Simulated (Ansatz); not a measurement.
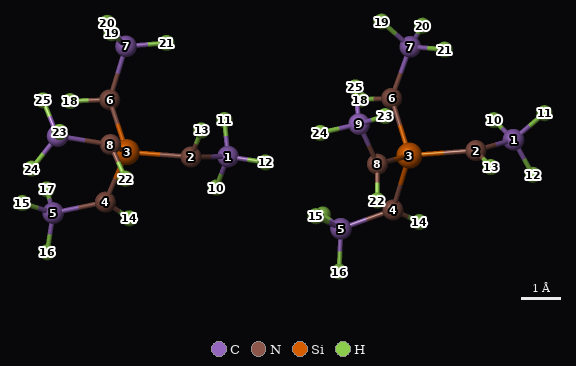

Two geometries of C4H16N4Si (coarse preliminary run), drawn at one scale. One is the start of a relaxation, the other its converged end. A ball-and-stick model, seen from a free direction.

Computed with RKS PBE-D4/def2-SVP (Ansatz). Set-up: force threshold 0.03 eV/Å; at most 200 steps.

### Which of the two is the end point?

The right one is the relaxed one. The start comes from a force field. After 18 accepted moves (20 points after the start) the energy has fallen by 238.7 kJ/mol. The largest force component goes from 8.7 to 0.027 eV/Å. The line search rejected the trial steps at points 7, 16 of the run. The atom that moves furthest after the best rigid fit is H10 (1.77 Å). Largest moves by element: H 1.77 Å, N 0.76 Å, C 0.50 Å, Si 0.20 Å. Among the contacts that change: Si3–N4 1.544 → 1.744 Å, C9–H23 1.015 → 1.118 Å, Si3–N8 1.646 → 1.740 Å, C1–H12 1.036 → 1.119 Å. Among the angles between lasting bonds that change: Si3–N8–H22 102.3° → 117.5°, Si3–N2–H13 104.0° → 116.7°, Si3–N6–H18 105.2° → 117.5°.
